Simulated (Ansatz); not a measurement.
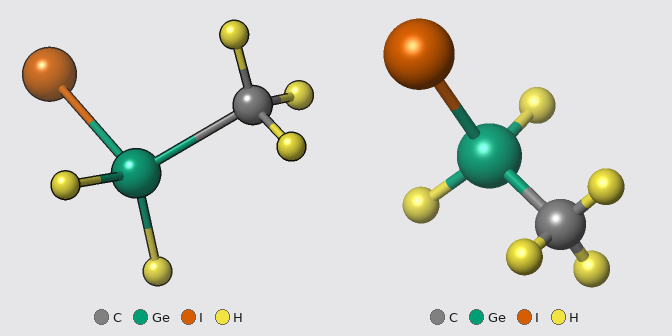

Both panels show the same species.

> What is the molecular formula?

CH₅GeI, 8 atoms: 1 carbon, 5 hydrogen, 1 germanium and 1 iodine.

> How many sets of symmetry-equivalent atoms are there?

6: 1 C, 1 Ge, 1 I, 2 H, 1 H, 2 H.

> Write the SMILES.

[CH3][GeH2][I]

> Count the bonded pairs by element.

3 C–H, 2 Ge–H, 1 C–Ge, 1 Ge–I.

> Which point group does it belong to?

Cs.

The parts below concern this one geometry. Atoms keep their numbers from picture to picture. The geometry was computed by an optimisation with PBE0-D4/def2-TZVP.

Shape

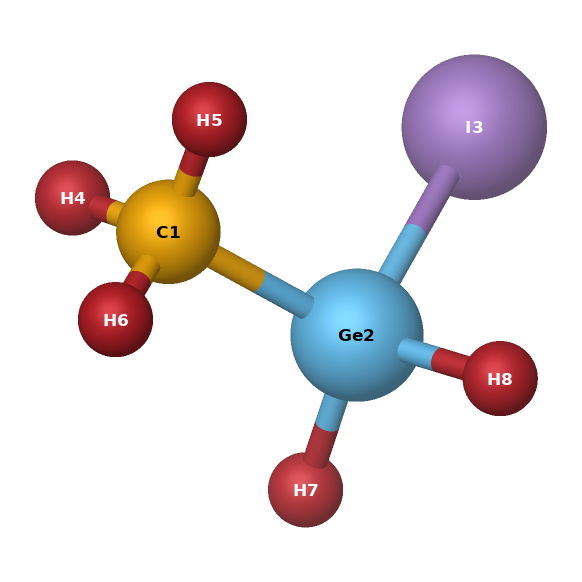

Atoms carry their numbers in the input.

> What is the geometry at C1?

C1 has 4 neighbours (Ge2 at 1.94, H4 at 1.09, H5 at 1.09, H6 at 1.09 Å); the arrangement is tetrahedral.

> Describe the coordination of atom 2.

Ge2 has 4 neighbours (C1 at 1.94, I3 at 2.53, H7 at 1.54, H8 at 1.54 Å); the arrangement is tetrahedral.

Levels of theory compared

Program: Ansatz 0.2.0.

Compare HOMO energy (eV), dipole (D) at these levels: B3LYP-D4/def2-TZVPP; PBE-D4/def2-TZVPP; r2SCAN-D4/def2-TZVPP; ωB97M-V/def2-TZVPP.

```
               level  HOMO energy (eV)  dipole (D)
 B3LYP-D4/def2-TZVPP             −7.16        2.24
   PBE-D4/def2-TZVPP             −6.28        2.19
r2SCAN-D4/def2-TZVPP             −6.57        2.28
  ωB97M-V/def2-TZVPP             −9.54        2.30
```

Charges

The questions are on Mulliken charges. Level of theory: RKS ωB97M-V/def2-TZVPP, core potentials on I (Ansatz 0.2.0).

> Which atom carries the highest charge (most positive or least negative)?

Ge2 (0.20 e).

> And the lowest?

C1 (−0.43 e).

List the Mulliken charges.

```tsv
atom	value (e)
C1	−0.43
Ge2	0.20
I3	−0.25
H4	0.14
H5	0.14
H6	0.13
H7	0.03
H8	0.03
```

Thermal motion

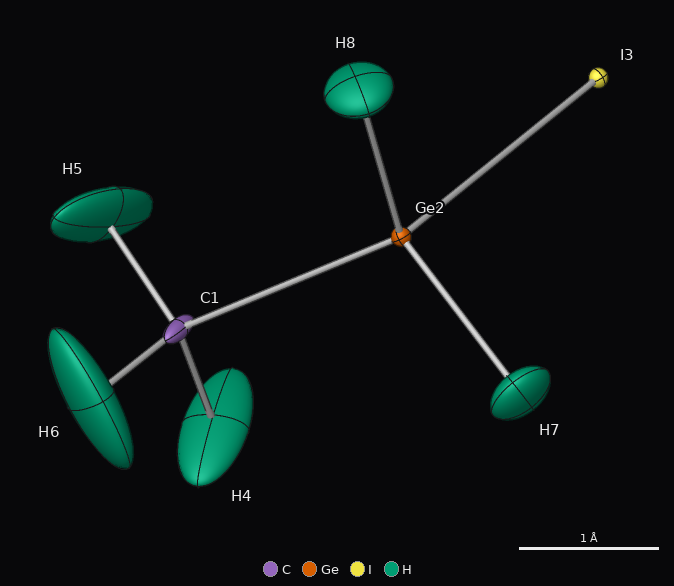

Displacement ellipsoids at the 50 % level, from the internal vibrations of the free molecule (harmonic, no overall translation or rotation; no half-axis is drawn under 0.075 Å). Vibrations computed with RKS PBE0-D4/def2-TZVP, core potentials on I (Ansatz 0.2.0). Temperature: 298 K.

> Which atom moves most?

H6, with U_eq = 0.0657 Å².

> Does H4 move more along its bond or across it?

Across it: the root-mean-square amplitude is 0.089 Å along the bond and up to 0.384 Å across, since bending and torsion are softer than stretching.

Give the displacement parameters, one line for each set of equivalent atoms.

```csv
atom,U_eq (Å²),rms amplitudes (Å)
C1,0.0062,"0.022, 0.043, 0.127"
Ge2,0.00067,"0.010, 0.026, 0.035"
I3,0.00023,"0.004, 0.011, 0.024"
"H4, H5",0.0602,"0.084, 0.161, 0.384"
H6,0.0657,"0.109, 0.212, 0.375"
"H7, H8",0.0221,"0.089, 0.164, 0.177"
```

Mulliken values depend strongly on the basis set and can even reverse the polarity of a bond.
